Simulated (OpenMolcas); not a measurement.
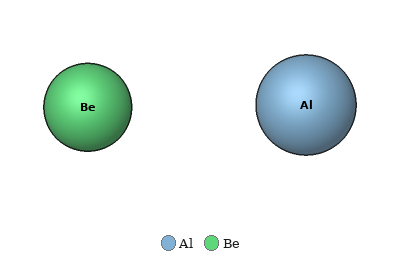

The molecule at the reference distance of 2.308 Å.

**Relativistic diatomic calculation: AlBe⁻ (part 1 of 2)**

AlBe⁻. Computed at this level: SA-CASSCF(6,8)/XMS-CASPT2 + RASSI spin-orbit (X2C scalar, AMFI), ANO-RCC-VTZP (OpenMolcas).

## The input
```
&GATEWAY
Coord
2
angstrom
Al 0.0 0.0 0.0
Be 0.0 0.0 2.3080
Basis=ANO-RCC-VTZP
Group=XY
RX2C
AMFI
ANGMom
0.0 0.0 0.0
RICD
&SEWARD
&GUESSORB
&RASSCF
FileOrb=$CurrDir/o31.orb
Symmetry=1
Spin=3
nActEl=6 0 0
Inactive=4 2
RAS2=4 4
CIRoot=7 7 1
Linear
Iterations=120 100
OrbListing=Nothing
PRWF=0.15
>>COPY $Project.RasOrb $CurrDir/o31.orb
>>COPY $Project.rasscf.h5 $CurrDir/r31.h5
&CASPT2
XMultistate=all
Imaginary=0.2
IPEA=0.25
MaxIter=40
>>COPY $Project.JobMix JOB001
&RASSCF
FileOrb=$CurrDir/o32.orb
Symmetry=2
Spin=3
nActEl=6 0 0
Inactive=4 2
RAS2=4 4
CIRoot=6 6 1
Linear
Iterations=120 100
OrbListing=Nothing
PRWF=0.15
>>COPY $Project.RasOrb $CurrDir/o32.orb
>>COPY $Project.rasscf.h5 $CurrDir/r32.h5
&CASPT2
XMultistate=all
Imaginary=0.2
IPEA=0.25
MaxIter=40
>>COPY $Project.JobMix JOB002
&RASSCF
FileOrb=$CurrDir/o11.orb
Symmetry=1
Spin=1
nActEl=6 0 0
Inactive=4 2
RAS2=4 4
CIRoot=5 5 1
Linear
Iterations=120 100
OrbListing=Nothing
PRWF=0.15
>>COPY $Project.RasOrb $CurrDir/o11.orb
>>COPY $Project.rasscf.h5 $CurrDir/r11.h5
&CASPT2
XMultistate=all
Imaginary=0.2
IPEA=0.25
MaxIter=40
>>COPY $Project.JobMix JOB003
&RASSCF
FileOrb=$CurrDir/o51.orb
Symmetry=1
Spin=5
nActEl=6 0 0
Inactive=4 2
RAS2=4 4
CIRoot=4 4 1
Linear
Iterations=120 100
OrbListing=Nothing
PRWF=0.15
>>COPY $Project.RasOrb $CurrDir/o51.orb
>>COPY $Project.rasscf.h5 $CurrDir/r51.h5
&CASPT2
XMultistate=all
Imaginary=0.2
IPEA=0.25
MaxIter=40
>>COPY $Project.JobMix JOB004
&RASSCF
FileOrb=$CurrDir/o12.orb
Symmetry=2
Spin=1
nActEl=6 0 0
Inactive=4 2
RAS2=4 4
CIRoot=2 2 1
Linear
Iterations=120 100
OrbListing=Nothing
PRWF=0.15
>>COPY $Project.RasOrb $CurrDir/o12.orb
>>COPY $Project.rasscf.h5 $CurrDir/r12.h5
&CASPT2
XMultistate=all
Imaginary=0.2
IPEA=0.25
MaxIter=40
>>COPY $Project.JobMix JOB005
&RASSI
Nr of JobIphs=5 7 6 5 4 2
1 2 3 4 5 6 7
1 2 3 4 5 6
1 2 3 4 5
1 2 3 4
1 2
SpinOrbit
EJob
Omega
MEES
MESO
Properties=4
'AngMom' 3 'Mltpl  1' 1 'Mltpl  1' 2 'Mltpl  1' 3
Thrs=1.0d-4
>>COPY $Project.rassi.h5 $CurrDir/so.h5
```

The first orbital files come from an earlier step.

Hardware: 1 thread of Arm Neoverse V1, 24 GiB of memory available, shared host.

Launched with:
```bash
pymolcas m.inp (one call a module block, same work directory)
```

## Output (extracts)
```
++    Wave function specifications:
      Number of closed shell electrons          12
      Number of electrons in active shells       6
      Number of inactive orbitals                6
      Number of active orbitals                  8
      Number of secondary orbitals              50
      Spin quantum number                      1.0
      State symmetry                             1
++    Orbital specifications:
      Symmetry species                           1   2
                                                 a   b
      Frozen orbitals                            0   0
      Inactive orbitals                          4   2
      Active orbitals                            4   4
      RAS2 orbitals                              4   4
      Secondary orbitals                        26  24
      Number of basis functions                 34  30
      printout of CI-coefficients larger than  0.15 for root  1
      energy=    -256.966667
      conf/sym  1111 2222     Coeff  Weight
            42  0220 00uu   0.90304 0.81548
           108  0202 00uu  -0.24838 0.06170
      printout of CI-coefficients larger than  0.15 for root  2
      energy=    -256.904804
      conf/sym  1111 2222     Coeff  Weight
            38  0220 u0u0   0.27166 0.07380
            41  0220 0u0u   0.27226 0.07413
            72  02ud 00uu  -0.28356 0.08041
           250  02uu 00du  -0.65390 0.42759
           253  02uu 00ud   0.46129 0.21279
      printout of CI-coefficients larger than  0.15 for root  3
      energy=    -256.904376
      conf/sym  1111 2222     Coeff  Weight
            39  0220 0uu0   0.28417 0.08075
            40  0220 u00u   0.28414 0.08074
           247  02uu 0020  -0.59608 0.35531
           254  02uu 0002   0.59607 0.35530
      printout of CI-coefficients larger than  0.15 for root  4
      energy=    -256.904376
      conf/sym  1111 2222     Coeff  Weight
            38  0220 u0u0   0.28444 0.08090
            41  0220 0u0u  -0.28387 0.08058
           241  02uu ud00   0.15306 0.02343
           250  02uu 00du   0.48601 0.23620
           253  02uu 00ud   0.68877 0.47440
      printout of CI-coefficients larger than  0.15 for root  5
      energy=    -256.896630
      conf/sym  1111 2222     Coeff  Weight
            39  0220 0uu0  -0.33357 0.11127
            40  0220 u00u   0.33355 0.11125
           247  02uu 0020   0.55920 0.31270
           254  02uu 0002   0.55924 0.31274
      printout of CI-coefficients larger than  0.15 for root  6
      energy=    -256.873015
      conf/sym  1111 2222     Coeff  Weight
            38  0220 u0u0  -0.58071 0.33723
            41  0220 0u0u   0.58086 0.33740
           104  0202 u0u0   0.16527 0.02731
           107  0202 0u0u  -0.16529 0.02732
           250  02uu 00du   0.22624 0.05119
           253  02uu 00ud   0.31983 0.10229
      printout of CI-coefficients larger than  0.15 for root  7
      energy=    -256.873015
      conf/sym  1111 2222     Coeff  Weight
            39  0220 0uu0  -0.58100 0.33756
            40  0220 u00u  -0.58058 0.33707
           105  0202 0uu0   0.16534 0.02734
           106  0202 u00u   0.16522 0.02730
           247  02uu 0020  -0.27716 0.07682
           254  02uu 0002   0.27688 0.07666
      Natural orbitals and occupation numbers for root  1
      sym 1:   0.027059   1.949997   1.759437   0.199275
      sym 2:   0.059653   0.059651   0.972464   0.972464
      Natural orbitals and occupation numbers for root  2
      sym 1:   0.037026   1.921244   1.176161   0.828660
      sym 2:   0.126618   0.126928   0.891520   0.891843
      Natural orbitals and occupation numbers for root  3
      sym 1:   0.028882   1.943125   1.145055   0.849002
      sym 2:   0.159435   0.159455   0.857544   0.857503
      Natural orbitals and occupation numbers for root  4
      sym 1:   0.028882   1.943125   1.145055   0.849001
      sym 2:   0.159615   0.159275   0.857699   0.857348
      Natural orbitals and occupation numbers for root  5
      sym 1:   0.030459   1.927676   1.197044   0.789728
      sym 2:   0.200776   0.200788   0.826729   0.826801
      Natural orbitals and occupation numbers for root  6
      sym 1:   0.031044   1.935298   1.623560   0.338238
      sym 2:   0.433467   0.433653   0.602279   0.602462
      Natural orbitals and occupation numbers for root  7
      sym 1:   0.031044   1.935298   1.623563   0.338235
      sym 2:   0.433256   0.433862   0.602831   0.601912
      RASSCF energy for state  7                   -256.87301478
::    RASSCF root number  1 Total energy:   -256.96666654
::    RASSCF root number  2 Total energy:   -256.90480427
::    RASSCF root number  3 Total energy:   -256.90437615
::    RASSCF root number  4 Total energy:   -256.90437615
::    RASSCF root number  5 Total energy:   -256.89662986
::    RASSCF root number  6 Total energy:   -256.87301478
::    RASSCF root number  7 Total energy:   -256.87301478
      Von Neumann Entropy (Root   1) =  1.92767
++    Wave function specifications:
      Number of closed shell electrons           6
      Number of electrons in active shells       6
      Number of inactive orbitals                3
      Number of active orbitals                  8
      Number of secondary orbitals              50
      Spin quantum number                      1.0
      State symmetry                             1
      Number of CSFs                           744
      Number of CASSCF root(s) available         7
      CASPT2 state passed to geometry opt.       7
      A file JOBMIX will be created
      This is a MULTI-STATE CASSCF reference
      Number of CI roots used                    7
      These are:                                 1   2   3   4   5   6   7
      Off-diagonal elements of Heff are computed
  FINAL CASPT2 RESULT:
      Reference energy:        -256.9666665389
      E2 (Non-variational):      -0.2294773861
      Shift correction:          -0.0020386902
      E2 (Variational):          -0.2315160763
      Total energy:            -257.1981826152
      Reference weight:           0.94339
  FINAL CASPT2 RESULT:
      Reference energy:        -256.9048042661
      E2 (Non-variational):      -0.2276877780
      Shift correction:          -0.0021762034
      E2 (Variational):          -0.2298639814
      Total energy:            -257.1346682475
      Reference weight:           0.94436
  FINAL CASPT2 RESULT:
      Reference energy:        -256.9043761489
      E2 (Non-variational):      -0.2283759147
      Shift correction:          -0.0022151391
      E2 (Variational):          -0.2305910539
      Total energy:            -257.1349672027
      Reference weight:           0.94397
  FINAL CASPT2 RESULT:
      Reference energy:        -256.9043761484
      E2 (Non-variational):      -0.2282749626
      Shift correction:          -0.0021929650
      E2 (Variational):          -0.2304679276
      Total energy:            -257.1348440760
      Reference weight:           0.94419
  FINAL CASPT2 RESULT:
      Reference energy:        -256.8966298581
      E2 (Non-variational):      -0.2255049603
      Shift correction:          -0.0020372566
      E2 (Variational):          -0.2275422169
      Total energy:            -257.1241720750
      Reference weight:           0.94657
  FINAL CASPT2 RESULT:
      Reference energy:        -256.8730147778
      E2 (Non-variational):      -0.2302313004
      Shift correction:          -0.0023150680
      E2 (Variational):          -0.2325463684
      Total energy:            -257.1055611462
      Reference weight:           0.94168
  FINAL CASPT2 RESULT:
      Reference energy:        -256.8730147777
      E2 (Non-variational):      -0.2304305318
      Shift correction:          -0.0023460320
      E2 (Variational):          -0.2327765638
      Total energy:            -257.1057913416
      Reference weight:           0.94134
       Total XMS-CASPT2 energies:
::    XMS-CASPT2 Root  1     Total energy:   -257.19806239
::    XMS-CASPT2 Root  2     Total energy:   -257.13478848
::    XMS-CASPT2 Root  3     Total energy:   -257.13464146
::    XMS-CASPT2 Root  4     Total energy:   -257.13419050
::    XMS-CASPT2 Root  5     Total energy:   -257.12417206
::    XMS-CASPT2 Root  6     Total energy:   -257.10623133
::    XMS-CASPT2 Root  7     Total energy:   -257.10610048
++    Wave function specifications:
      Number of closed shell electrons          12
      Number of electrons in active shells       6
      Number of inactive orbitals                6
      Number of active orbitals                  8
      Number of secondary orbitals              50
      Spin quantum number                      1.0
      State symmetry                             2
      printout of CI-coefficients larger than  0.15 for root  1
      energy=    -256.945092
      conf/sym  1111 2222     Coeff  Weight
            35  022u 00u0  -0.92431 0.85436
            65  02u2 u000  -0.15559 0.02421
      printout of CI-coefficients larger than  0.15 for root  2
      energy=    -256.945092
      conf/sym  1111 2222     Coeff  Weight
            36  022u 000u   0.92431 0.85436
            66  02u2 0u00   0.15559 0.02421
      printout of CI-coefficients larger than  0.15 for root  3
      energy=    -256.893989
      conf/sym  1111 2222     Coeff  Weight
            68  02u2 000u  -0.16919 0.02862
           202  02u0 200u  -0.17796 0.03167
           210  02u0 002u   0.87127 0.75910
      printout of CI-coefficients larger than  0.15 for root  4
      energy=    -256.893989
      conf/sym  1111 2222     Coeff  Weight
            67  02u2 00u0   0.16919 0.02862
           198  02u0 02u0   0.17796 0.03167
           216  02u0 00u2   0.87127 0.75910
      printout of CI-coefficients larger than  0.15 for root  5
      energy=    -256.872760
      conf/sym  1111 2222     Coeff  Weight
            33  022u u000  -0.60661 0.36798
            67  02u2 00u0  -0.69370 0.48121
           216  02u0 00u2   0.15476 0.02395
      printout of CI-coefficients larger than  0.15 for root  6
      energy=    -256.872760
      conf/sym  1111 2222     Coeff  Weight
            34  022u 0u00   0.60661 0.36798
            68  02u2 000u   0.69370 0.48121
           210  02u0 002u   0.15476 0.02395
      Natural orbitals and occupation numbers for root  1
      sym 1:   0.027178   1.944817   1.851135   1.003230
      sym 2:   0.072193   0.048476   0.979644   0.073326
      Natural orbitals and occupation numbers for root  2
      sym 1:   0.027178   1.944817   1.851135   1.003230
      sym 2:   0.048476   0.072193   0.073326   0.979644
      Natural orbitals and occupation numbers for root  3
      sym 1:   0.019143   1.893043   1.013475   0.138024
      sym 2:   0.162521   0.069623   1.755072   0.949099
      Natural orbitals and occupation numbers for root  4
      sym 1:   0.019143   1.893043   1.013475   0.138024
      sym 2:   0.069623   0.162521   0.949099   1.755072
      Natural orbitals and occupation numbers for root  5
      sym 1:   0.030105   1.935375   1.354100   1.441831
      sym 2:   0.459216   0.049433   0.609665   0.120274
      Natural orbitals and occupation numbers for root  6
      sym 1:   0.030105   1.935375   1.354100   1.441831
      sym 2:   0.049433   0.459216   0.120274   0.609665
      RASSCF energy for state  6                   -256.87276037
::    RASSCF root number  1 Total energy:   -256.94509195
::    RASSCF root number  2 Total energy:   -256.94509195
::    RASSCF root number  3 Total energy:   -256.89398932
::    RASSCF root number  4 Total energy:   -256.89398932
::    RASSCF root number  5 Total energy:   -256.87276037
::    RASSCF root number  6 Total energy:   -256.87276037
      Von Neumann Entropy (Root   1) =  1.70836
++    Wave function specifications:
      Number of closed shell electrons           6
      Number of electrons in active shells       6
      Number of inactive orbitals                3
      Number of active orbitals                  8
      Number of secondary orbitals              50
      Spin quantum number                      1.0
      State symmetry                             2
      Number of CSFs                           768
      Number of CASSCF root(s) available         6
      CASPT2 state passed to geometry opt.       6
      A file JOBMIX will be created
      This is a MULTI-STATE CASSCF reference
      Number of CI roots used                    6
      These are:                                 1   2   3   4   5   6
      Off-diagonal elements of Heff are computed
  FINAL CASPT2 RESULT:
      Reference energy:        -256.9450919475
      E2 (Non-variational):      -0.2353020709
      Shift correction:          -0.0024535216
      E2 (Variational):          -0.2377555925
      Total energy:            -257.1828475400
      Reference weight:           0.93791
  FINAL CASPT2 RESULT:
      Reference energy:        -256.9450919461
      E2 (Non-variational):      -0.2353020717
      Shift correction:          -0.0024535217
      E2 (Variational):          -0.2377555934
      Total energy:            -257.1828475395
      Reference weight:           0.93791
  FINAL CASPT2 RESULT:
      Reference energy:        -256.8939893185
      E2 (Non-variational):      -0.2296662625
      Shift correction:          -0.0025696726
      E2 (Variational):          -0.2322359351
      Total energy:            -257.1262252536
      Reference weight:           0.93891
  FINAL CASPT2 RESULT:
      Reference energy:        -256.8939893183
      E2 (Non-variational):      -0.2296662657
      Shift correction:          -0.0025696728
      E2 (Variational):          -0.2322359385
      Total energy:            -257.1262252569
      Reference weight:           0.93891
  FINAL CASPT2 RESULT:
      Reference energy:        -256.8727603671
      E2 (Non-variational):      -0.2328241888
      Shift correction:          -0.0029668179
      E2 (Variational):          -0.2357910067
      Total energy:            -257.1085513738
      Reference weight:           0.93800
  FINAL CASPT2 RESULT:
      Reference energy:        -256.8727603659
      E2 (Non-variational):      -0.2328241883
      Shift correction:          -0.0029668179
      E2 (Variational):          -0.2357910061
      Total energy:            -257.1085513721
      Reference weight:           0.93800
       Total XMS-CASPT2 energies:
::    XMS-CASPT2 Root  1     Total energy:   -257.18284918
::    XMS-CASPT2 Root  2     Total energy:   -257.18284918
::    XMS-CASPT2 Root  3     Total energy:   -257.12774618
::    XMS-CASPT2 Root  4     Total energy:   -257.12774618
::    XMS-CASPT2 Root  5     Total energy:   -257.10702880
::    XMS-CASPT2 Root  6     Total energy:   -257.10702880
++    Wave function specifications:
      Number of closed shell electrons          12
      Number of electrons in active shells       6
      Number of inactive orbitals                6
      Number of active orbitals                  8
      Number of secondary orbitals              50
      Spin quantum number                      0.0
      State symmetry                             1
      printout of CI-coefficients larger than  0.15 for root  1
      energy=    -256.945486
      conf/sym  1111 2222     Coeff  Weight
            66  0220 0020  -0.53174 0.28275
            69  0220 00ud   0.49986 0.24986
            70  0220 0002   0.53174 0.28275
      printout of CI-coefficients larger than  0.15 for root  2
      energy=    -256.945486
      conf/sym  1111 2222     Coeff  Weight
            62  0220 ud00  -0.16627 0.02765
            66  0220 0020   0.35346 0.12493
            69  0220 00ud   0.75200 0.56550
            70  0220 0002  -0.35346 0.12493
           179  0202 00ud  -0.19407 0.03766
      printout of CI-coefficients larger than  0.15 for root  3
      energy=    -256.938308
      conf/sym  1111 2222     Coeff  Weight
            66  0220 0020   0.62517 0.39084
            70  0220 0002   0.62517 0.39084
      printout of CI-coefficients larger than  0.15 for SPIN-FREE ENERGIES:
  (Shifted by EMIN (a.u.) =       -257.1980623890)
 SF State       Relative EMIN(au)   Rel lowest level(eV)    D:o, cm**(-1)      Abs_M
     1             0.0000000000        0.0000000000              0.0000         0.0
     8             0.0152132052        0.4139724039           3338.9126         1.0
     9             0.0152132058        0.4139724188           3338.9127         1.0
    14             0.0162185326        0.4413287555           3559.5565         2.0
    15             0.0162668595        0.4426437960           3570.1630         2.0
    16             0.0270135145        0.7350751767           5928.7811         0.0
    19             0.0289953249        0.7890029860           6363.7383         0.0
    23             0.0297621961        0.8098706138           6532.0470         1.0
    24             0.0297621978        0.8098706594           6532.0474         1.0
    17             0.0609554298        1.6586817438          13378.1705         0.0
     2             0.0632739120        1.7217708599          13887.0185         0.0
     3             0.0634209257        1.7257713058          13919.2843         2.0
     4             0.0638718914        1.7380427078          14018.2598         2.0
    18             0.0666224349        1.8128888098          14621.9343         0.0
    10             0.0703162046        1.9134014035          15432.6231         1.0
    11             0.0703162070        1.9134014693          15432.6236         1.0
     5             0.0738903243        2.0106581546          16217.0517         0.0
    12             0.0910335866        2.4771500854          19979.5629         1.0
    13             0.0910335891        2.4771501536          19979.5634         1.0
     6             0.0918310562        2.4988503408          20154.5872         2.0
     7             0.0919619094        2.5024110354          20183.3062         2.0
    20             0.1094969316        2.9795632975          24031.7987         2.0
    21             0.1095278371        2.9804042809          24038.5817         2.0
    22             0.1117694399        3.0414014005          24530.5566         0.0
```

(Continued in part 2.) Outcome of the run: converged; components of a degenerate state are split by 99 cm⁻¹; whether the anion is bound against detachment isn't tested.
